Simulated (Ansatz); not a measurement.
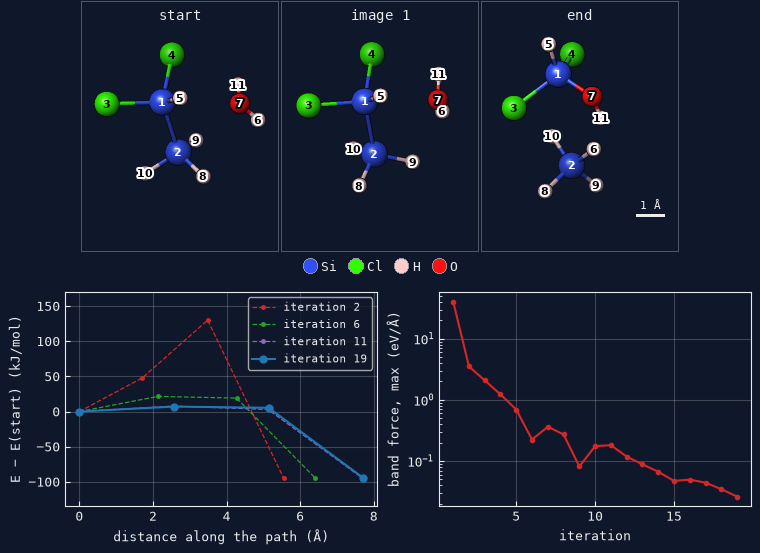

A search for the minimum-energy path of Si2H6OCl2, made up of Si2H4Cl2 and H₂O by the nudged elastic band. Images are numbered from 0 (start) to 3 (end). The plot follows the band through its iterations. A ball-and-stick model, seen from a free direction.

Level of theory: RKS B3LYP-D4/def2-SVP (Ansatz 0.2.0). Settings: 2 movable images; no climbing image; force threshold 0.03 eV/Å; iteration limit 60; starting path through a guess of the saddle point.

> How did the profile develop, and is the result final?

The run is converged, with reservations. The band converged in 19 iterations. The largest component of the band force went from 41 to 0.026 eV/Å. No image climbed, so the highest image needn't lie on the saddle point, and the true maximum along this path can be higher. So few images resolve the path coarsely. The first iteration put the highest image at 694.3 kJ/mol. The energy climbs by 7.1 kJ/mol to image 1 and then falls by 101.5 kJ/mol, so the end point sits at −94.4 kJ/mol.

Limits of the set-up: the start holds two separate molecules, 2.7 Å apart at their closest, whose relative position is a soft coordinate.
